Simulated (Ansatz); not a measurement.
```cif
data_structure
_symmetry_space_group_name_H-M 'P 1'
_symmetry_Int_Tables_number 1
_cell_length_a 5.0101
_cell_length_b 5.0101
_cell_length_c 13.3375
_cell_angle_alpha 90.000
_cell_angle_beta 90.000
_cell_angle_gamma 90.000
_cell_volume 334.79
loop_
_atom_site_label
_atom_site_type_symbol
_atom_site_fract_x
_atom_site_fract_y
_atom_site_fract_z
_atom_site_occupancy
Ge1 Ge 0.00000 0.00000 0.50000 1
Ge2 Ge 0.50000 0.50000 0.00000 1
Ge3 Ge 0.50000 0.00000 0.25000 1
Ge4 Ge 0.00000 0.50000 0.75000 1
As1 As 0.00000 0.25000 0.12500 1
As2 As 0.50000 0.75000 0.62500 1
As3 As 0.25000 0.00000 0.87500 1
As4 As 0.75000 0.50000 0.37500 1
As5 As 0.25000 0.50000 0.37500 1
As6 As 0.75000 0.00000 0.87500 1
As7 As 0.00000 0.75000 0.12500 1
As8 As 0.50000 0.25000 0.62500 1
Pt1 Pt 0.50000 0.00000 0.06431 1
Pt2 Pt 0.00000 0.50000 0.56431 1
Pt3 Pt 0.00000 0.00000 0.31431 1
Pt4 Pt 0.50000 0.50000 0.81431 1
Pt5 Pt 0.00000 0.00000 0.68569 1
Pt6 Pt 0.50000 0.50000 0.18569 1
Pt7 Pt 0.50000 0.00000 0.43569 1
Pt8 Pt 0.00000 0.50000 0.93569 1
```

Space group I4₁/amd; a structure from a database of computed crystals, not necessarily the ambient phase; started from the BaAg2O2-141 prototype, which need not be the ambient phase.

Level of theory: DFT, PBEsol, plane waves, PAW in Ansatz 0.2.0.

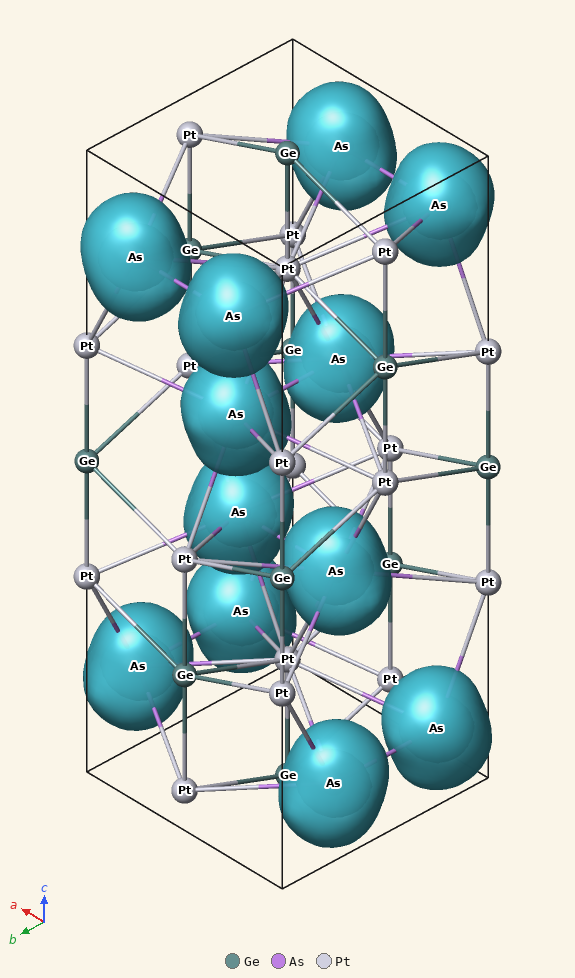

GeAs₂Pt₂. Isosurface of the ELF at 0.55 (cyan), seen at an oblique angle. Only the valence region is drawn (cores and ρ < 0.01 e/Å³ removed). Sticks mark near contacts.

Core electrons are frozen (PAW), and the valence fields are smoothed inside the atomic spheres.

> Identify the bonds, lone pairs and shells in this picture.

The ELF exceeds this value in eight regions wrapped around As (the valence shell of each), counted in one cell of 20 atoms. Regions shared between cells count once. Along the contacts the grid gives the following. Ge–Pt (2.48 Å): the ELF is about 0.40 at the midpoint. As–As (2.51 Å): the ELF peaks at about 0.60 between the atoms.
